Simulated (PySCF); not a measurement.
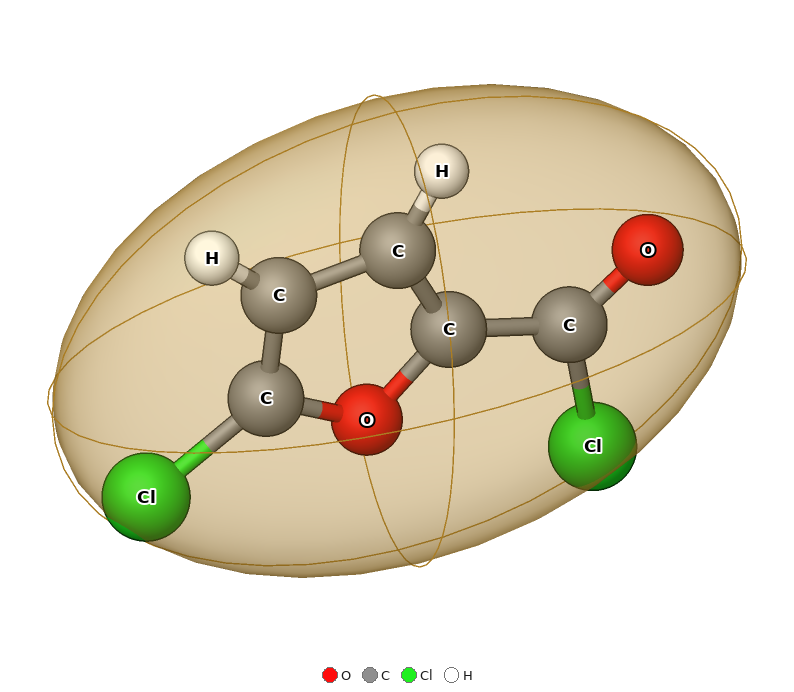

The ellipsoid shows the static dipole polarisability: its half-axes are proportional to the principal values. Computed geometry: GFN2-xTB optimisation. No frequency run is at hand to confirm it as a minimum. Method: CAM-B3LYP/def2-SVPD (PySCF 2.14.0).

### Give the principal values, the mean and the anisotropy.

Principal values 55.6, 99.0, 132.8 bohr³; mean 95.8 bohr³ (14.20 Å³); anisotropy 67.0 bohr³, so the longest axis is 2.39 times the shortest.
